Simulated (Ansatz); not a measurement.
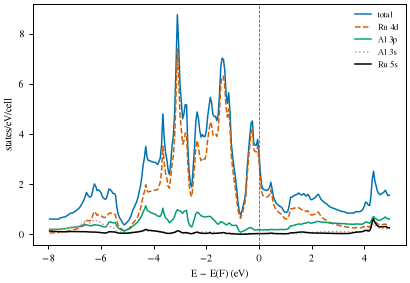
Fig. 1. Total and projected density of states of AlRu in space group Cmcm (No. 63; Al on 4c, Ru on 4c), r²SCAN (plane waves, PAW; program Ansatz)

Problem. Which orbitals carry the states next to the Fermi level?

Solution. Within 0.5 eV of the Fermi level: Ru 4d 90 %, Al 3p 7 %. Projections are on Löwdin-orthogonalised atomic valence shells; empty p or d shells of many metals are not among them.

Problem. Where is the tallest occupied peak in this window, and what makes it?

Solution. Near -3.1 eV, about 8.8 states/eV per cell; the largest projected share is Ru 4d.

The start of the workflow was typed in or built on a structure type; neither database checked (COD, Materials Project) lists it. COD files the formula under space group No. 221, so this cell is another polymorph or a model. Whether it is the stable phase at ambient conditions was not checked. Symmetry was held in the r²SCAN relaxation; whether a distortion lowers the energy is not shown. The run is not spin-polarised. Scalar-relativistic: spin–orbit coupling is off unless named, which matters more the heavier the elements.

Potentials: the later of the program's two PAW sets.
